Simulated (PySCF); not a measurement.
```xyz
23

C     0.4499    3.0063    2.4511
C     0.1411    2.6825    1.3347
Si   -0.3238    2.1210   -0.3680
Si   -0.3962   -0.2066   -0.4005
C    -0.4440   -0.8706   -2.1884
C    -1.9348   -0.8201    0.5225
C    -2.9575   -1.4603   -0.0220
C     1.1194   -0.9634    0.4998
Si    2.8077   -0.6983   -0.3251
H     0.7192    3.3027    3.4248
H    -1.6061    2.7834   -0.6613
H     0.6775    2.7223   -1.2637
H    -0.4265   -1.9565   -2.2112
H    -1.3411   -0.5439   -2.7063
H     0.4103   -0.5173   -2.7585
H    -1.9764   -0.6090    1.5857
H    -2.9806   -1.6980   -1.0732
H    -3.8178   -1.7808    0.5468
H     0.9600   -2.0346    0.6344
H     1.1595   -0.5372    1.5034
H     2.8438   -1.3673   -1.6294
H     3.0409    0.7369   -0.5082
H     3.8707   -1.2640    0.5128
```

Geometry: GFN2-xTB.

Computed with PBE0/pcSseg-1, SCF density, gas phase, non-relativistic (PySCF 2.14.0).

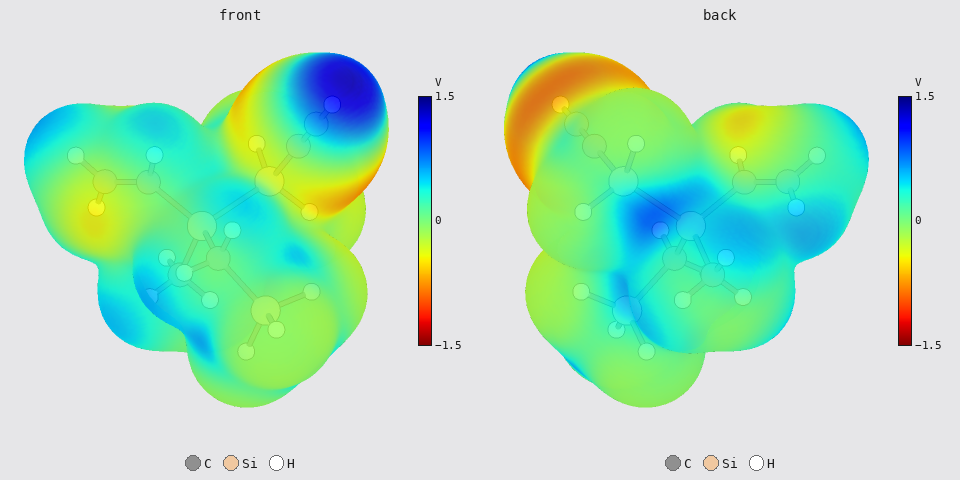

C$_{6}$H$_{14}$Si$_{3}$. The electrostatic potential painted on the density surface at 0.001 e/bohr³, seen from the front and from behind; the colour scale runs from red (negative) to blue (positive).

Which sites attract a positive test charge, and which a negative one?

Answer. A positive charge is drawn to the negative regions and a negative charge to the positive ones. The most negative region (about −0.8 V) lies over C1 and C2, the most positive (about +1.2 V) over H10.
